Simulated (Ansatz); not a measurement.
# Calculations on C₂H₃S₂

**1. Relaxation**

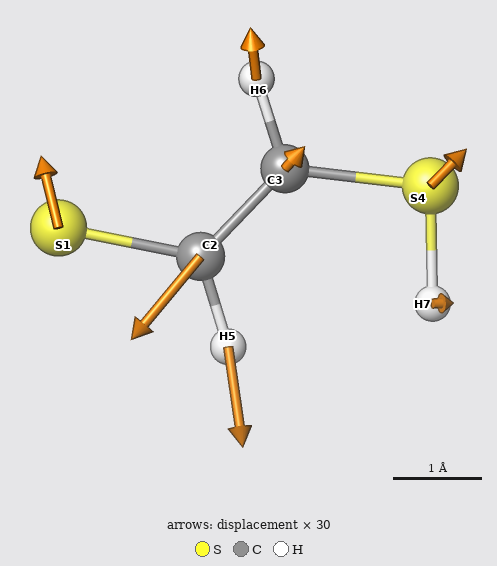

A relaxation of C2H3S2 (charge +1). The starting structure is drawn; orange arrows show the displacements, 30 times their true length. The two geometries are superimposed by the best rigid fit.

The picture is a ball-and-stick view, seen face on.

The run prepares an end point of a later path (torsion) calculation, from a guessed geometry.

Method: RKS revPBE-D4/6-31G* in Ansatz 0.2.0. Settings: no spin polarisation; force threshold 0.015 eV/Å; at most 40 steps.

> What did the optimiser do to the structure, and how much energy did it gain?

C2 moves most after the best rigid fit: 0.042 Å. Largest moves by element: C 0.042 Å, H 0.039 Å, S 0.029 Å. Near-neighbour distances that change, for instance: C2–C3 1.393 → 1.446 Å, C2–H5 1.087 → 1.102 Å, C3–H6 1.085 → 1.099 Å, S4–H7 1.354 → 1.368 Å. Among the angles between lasting bonds that change: S1–C2–H5 118.4° → 122.0°, S1–C2–C3 122.2° → 119.9°. After 5 accepted moves (6 points after the start) the energy has fallen by 0.067 eV. The largest force component goes from 1.8 to 0.0044 eV/Å. The line search rejected the trial step at point 4 of the run.

**2. Relaxation**

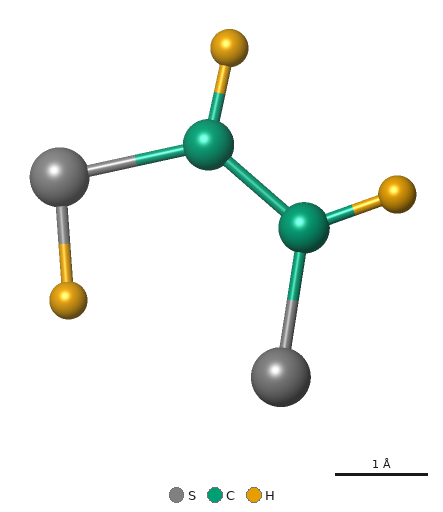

C2H3S2 (charge +1), before the relaxation. Style: ball-and-stick. Shown face on.

The run prepares an end point of a later path (torsion) calculation, from a guessed geometry.

Level of theory: Ansatz, RKS revPBE-D4/6-31G*.

Input file:
```yaml
crystal:
  periodic: [false, false, false]
  atoms:
    - { symbol: S, position_ang: [0.03026, -2.0557, 1.27378] }
    - { symbol: C, position_ang: [-0.21195, -0.83112, 0.18523] }
    - { symbol: C, position_ang: [0.39277, 0.41568, 0.32393] }
    - { symbol: S, position_ang: [1.42737, 0.8982, 1.54799] }
    - { symbol: H, position_ang: [-0.86923, -1.01443, -0.66054] }
    - { symbol: H, position_ang: [0.19518, 1.17915, -0.42089] }
    - { symbol: H, position_ang: [1.43911, -0.25824, 2.25154] }
total_charge: 1
basis:
  gaussian: { orbitals: "6-31G*" }
hamiltonian:
  xc: revpbe
  dispersion: d4
relax:
  f_tol: 0.015
  max_steps: 40
```

Command:
```bash
ansatz run input.yaml --threads 1 --pin off --max-ram 2048MiB --backend cpu --events-out ev --progress --plain --runs-dir out
```

Q: Where does the relaxation end?

A: The atom that moves furthest after the best rigid fit is H7 (0.12 Å). By element the largest moves are H 0.12 Å, C 0.06 Å, S 0.05 Å. Some distances before and after: C2–C3 1.393 → 1.474 Å, S4–H7 1.354 → 1.402 Å, C3–H6 1.085 → 1.098 Å, S1–C2 1.656 → 1.643 Å. Among the angles between lasting bonds that change: C3–S4–H7 98.0° → 91.6°, C3–C2–H5 119.4° → 114.8°, S1–C2–H5 118.4° → 121.3°. The energy falls by 16.1 kJ/mol in 5 accepted moves (6 points after the start). Largest force component: 2.4 eV/Å at the start, 0.012 eV/Å at the end. The line search rejected the trial step at point 4 of the run.

The structure at the end:

```xyz
7

S     0.0374   -2.0888    1.3037
C    -0.2028   -0.8727    0.2254
C     0.4181    0.4592    0.3356
S     1.4480    0.9425    1.5483
H    -0.8559   -1.0054   -0.6491
H     0.1950    1.2079   -0.4366
H     1.3636   -0.3092    2.1737
```

After the run, drawn alike:

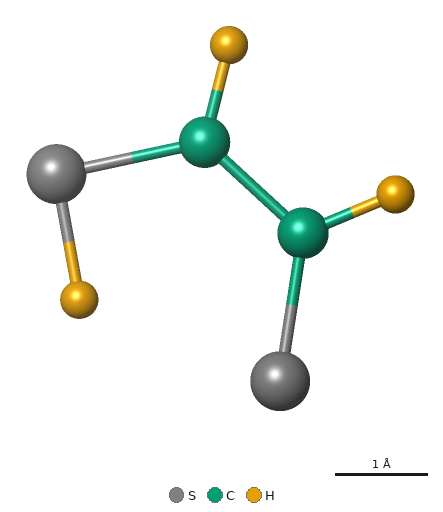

**3. Path**

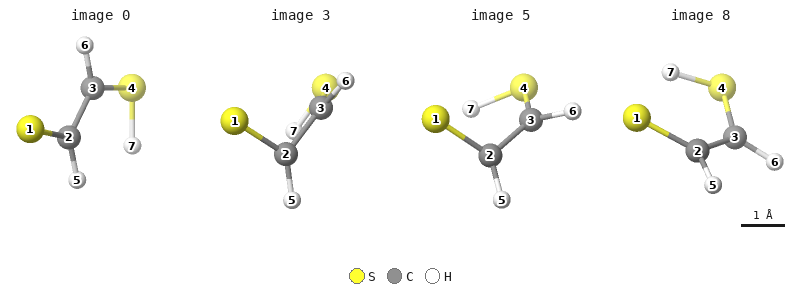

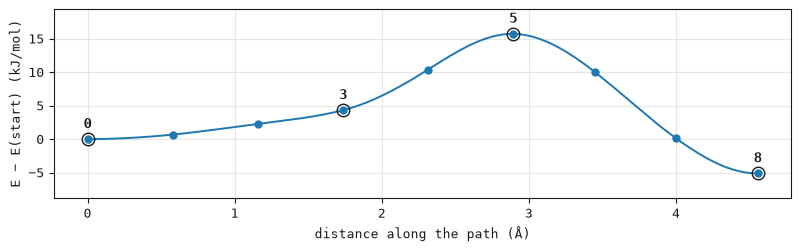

A search for the minimum-energy path of C₂H₃S₂ (charge +1) by the nudged elastic band. Images are numbered from 0 (start) to 8 (end). The picture is a ball-and-stick view, seen from a free direction.

The calculation used RKS revPBE-D4/6-31G* in Ansatz. Set-up: 7 movable images; climbing image; force threshold 0.03 eV/Å; iteration limit 60; starting path through a guess of the saddle point.

**What happens along the path, and what is the barrier?**

The motion is a rotation about the C2–C3 bond by about 180°. No bond forms or breaks between the ends. Bond angles that change up to the highest image, for instance: S1–C2–C3 119.9° → 112.6°, S1–C2–H5 122.0° → 126.3°. The energy climbs by 15.7 kJ/mol to image 5 and then falls by 20.8 kJ/mol, so the end point sits at −5.1 kJ/mol. The band converged in 13 iterations, with a climbing image at the top. At the top, the vibrational analysis gives one imaginary mode (199i cm⁻¹), as a transition state must have.

The run took 3 min on 1 thread of Arm Neoverse V2, with other jobs on the host, peak memory 0.14 GiB.
